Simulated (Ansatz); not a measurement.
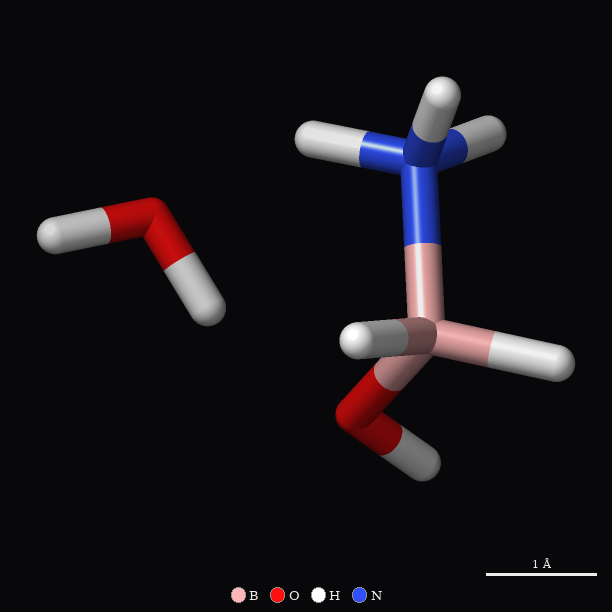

Starting geometry of the run.

Ansatz 0.2.0 input:

```yaml
crystal:
  periodic: [false, false, false]
  atoms:
    - {symbol: B, position_ang: [-1.003836, -0.529490, 0.257525]}
    - {symbol: O, position_ang: [0.030302, -1.357320, -0.355589]}
    - {symbol: H, position_ang: [-1.761921, -0.061756, -0.569133]}
    - {symbol: H, position_ang: [-1.563632, -1.045597, 1.206059]}
    - {symbol: H, position_ang: [0.427687, 1.127312, 0.130063]}
    - {symbol: N, position_ang: [-0.225059, 0.799389, 0.856478]}
    - {symbol: H, position_ang: [1.190980, -0.287032, -1.088881]}
    - {symbol: O, position_ang: [1.643229, 0.576689, -1.226799]}
    - {symbol: H, position_ang: [0.254099, -2.114025, 0.183936]}
    - {symbol: H, position_ang: [-0.885970, 1.534607, 1.082008]}
    - {symbol: H, position_ang: [0.317320, 0.590423, 1.688566]}
    - {symbol: H, position_ang: [1.576702, 0.766800, -2.164233]}
basis:
  gaussian: {orbitals: def2-TZVPP}
correlation: {method: ccsd_t}
```

What the program printed:

```
Functional definition: HF
  name "HF"
  cite "Fock, Z. Phys. 61, 126 (1930) doi:10.1007/BF01340294"
  parent pbe
  exchange = exact_x
  correlation = 0
1399 factors; integrals over basis functions are off by at most 1.1e-3 eV
mean field evaluation 1: about -6353.6847 eV, gradient 5.0e1 eV
mean field evaluation 2: about -6353.8281 eV, gradient 5.0e1 eV
mean field evaluation 4: about -6358.5992 eV, gradient 3.8e0 eV
mean field evaluation 8: about -6358.6531 eV, gradient 3.0e-1 eV
mean field evaluation 16: about -6353.6840 eV, gradient 5.0e1 eV
mean field -6358.65340831 eV, -233.6762027052 hartree, gradient 1.2e-6 eV, S^2 0.000000; 0 other end points of the search recorded, 0 dependent functions left out
4 core orbitals not correlated: weight in the atoms' cores, before any rotation towards them, 1.000 or more for the frozen orbitals, at most 0.000 for the correlated occupied ones
reference -6358.65340831 eV, -233.6762027052 hartree; 14, 14 occupied and 218, 218 virtual orbitals, 1399 factors
second order -23.67425766 eV of doubles, -0.00000000 eV of singles
cycle   1  -23.92424950 eV  change   -2.5e-1 eV  update   8.8e-2
cycle   2  -24.41685197 eV  change   -4.9e-1 eV  update   2.4e-2
cycle   3  -24.52067123 eV  change   -1.0e-1 eV  update   1.2e-2
cycle   4  -24.51175668 eV  change    8.9e-3 eV  update   2.5e-3
cycle   5  -24.51143366 eV  change    3.2e-4 eV  update   1.3e-3
cycle   6  -24.51215377 eV  change   -7.2e-4 eV  update   3.9e-4
cycle   7  -24.51205428 eV  change    9.9e-5 eV  update   1.8e-4
cycle   8  -24.51197679 eV  change    7.7e-5 eV  update   5.9e-5
cycle   9  -24.51197423 eV  change    2.6e-6 eV  update   2.1e-5
perturbative correction -0.81734361 eV, -0.0300368237 hartree
Total energy: -6383.98272614 eV, -234.6070379669 hartree
```
